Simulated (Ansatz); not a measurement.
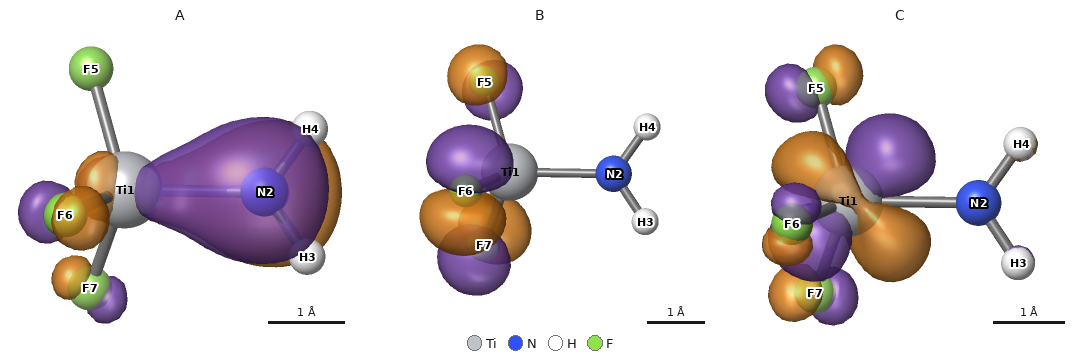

Figure. F$_{3}$H$_{2}$NTi. Three frontier orbitals at ±0.15 Å⁻³ᐟ² (orange and purple are the two phases), in no order.

Level of theory: RKS PBE/def2-SVP (Ansatz 0.2.0).

Input file:

```
crystal:
  periodic: [false, false, false]
  atoms:
    - { symbol: Ti, position_ang: [0.0, 0.0, 0.0] }
    - { symbol: "N", position_ang: [0.0, 0.0, 2.06] }
    - { symbol: H, position_ang: [-0.877, -0.2713, 2.59] }
    - { symbol: H, position_ang: [0.877, 0.2713, 2.59] }
    - { symbol: F, position_ang: [1.7257, 0.0, -0.6094] }
    - { symbol: F, position_ang: [-0.8619, 1.4933, -0.6094] }
    - { symbol: F, position_ang: [-0.8619, -1.4933, -0.6094] }
basis:
  gaussian: { orbitals: def2-SVP }
hamiltonian:
  xc: pbe
relax:
  f_tol: 0.02
  max_steps: 40
output:
  orbitals: {}
```

Run with:

```sh
ansatz run input.yaml --threads 2 --pin off --max-ram 3072MiB --backend cpu --events-out ev --progress --plain --runs-dir out
```

The fields are those of the run's last geometry, not of the input's.

### Which picture is the HOMO−1, the HOMO and the LUMO?

B is the HOMO−1 (−9.18 eV). Its weight (Hirshfeld) is mainly on F6 (about 55 %), F7 (about 30 %) and F5 (about 10 %); largely a combination of lone pairs on F6, F7 and F5. A is the HOMO (−6.68 eV). Its weight (Hirshfeld) is mainly on N2 (about 70 %) and Ti1 (about 15 %); largely a lone pair of N2. C is the LUMO (−3.23 eV). Its weight (Hirshfeld) is mainly on Ti1 (about 75 %) and F5 (about 5 %).

### What is the HOMO–LUMO gap?

3.45 eV between the orbital energies.
